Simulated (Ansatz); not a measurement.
Relaxed Sb (space group R-3m):

```xyz
4
Lattice="4.3743 2.5255 7.6934 0.0000 2.5255 7.6934 0.0000 -2.5255 3.8467" Properties=species:S:1:pos:R:3 pbc="T T T"
Sb     0.0000     0.0000     3.0843
Sb     2.1872     1.2628     6.9310
Sb     0.0000     0.0000     8.4558
Sb     2.1872     1.2628    12.3025
```

The atoms are displaced by Q × the pattern below (from a DFPT mode at F = (0.5, 0.5, 0.0), largest move 1; Q in Å), at fixed cell. (q is in reciprocal vectors of the primitive cell; the cell shown is doubled to hold the pattern.)

```
atom      x       y       z
----  -----  ------  ------
Sb1   0.000   0.610  -0.792
Sb2   0.000  -0.610   0.792
Sb3   0.000   0.610  -0.792
Sb4   0.000  -0.610   0.792
```

The numbers are results of PBE (plane waves to 420 eV, PAW, scalar-relativistic; Ansatz, an electronic-structure program), not measurements. k mesh 13×13×13 (Γ-centred), Fermi-Dirac smearing 0.05 eV. Energies are smeared free energies. With partly filled bands, energies and forces of such displacements shift with the k mesh and the smearing. Sb was relaxed with its symmetry unable to fall. Spin-orbit coupling is left out, though Sb is heavy. ΔE is measured from the undisplaced structure.

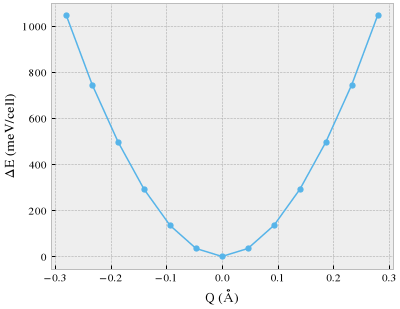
*ΔE (meV/cell) against Q (Å); one marker a computed point.*

### Question
What is the energy change at Q = 0.280 Å?

### Answer
About 1000 meV/cell.

### Question
What harmonic wavenumber does the curvature at Q = 0 give?

### Answer
About 130 cm⁻¹.

(A displaced cell: forces are minus the slopes of the energy, force constants its curvatures, and phonons follow from these.)
